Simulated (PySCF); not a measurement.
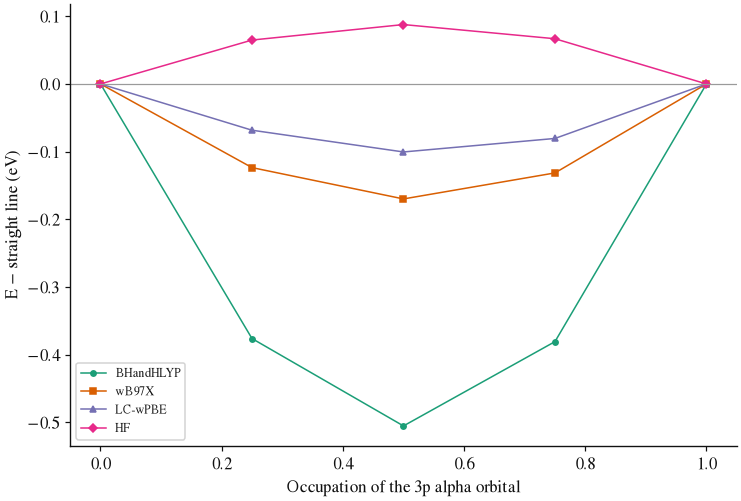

One 3p alpha orbital of Si⁺ ([Ne] 3s² 3p) is emptied in steps. The plot gives the energy less the straight line between the integer ends. PySCF, aug-pcseg-2, non-relativistic, unrestricted single determinants, no spin-orbit coupling.

> What do the curves say about each method?

BHandHLYP: convex (delocalisation error), largest departure −0.51 eV, removal energy 16.27 eV; wB97X: convex (delocalisation error), largest departure −0.17 eV, removal energy 16.29 eV; LC-wPBE: convex (delocalisation error), largest departure −0.10 eV, removal energy 16.56 eV; HF: concave (localisation error), largest departure 0.088 eV, removal energy 15.81 eV. The measured removal energy is 16.35 eV. The exact energy is a straight line between whole electron numbers.
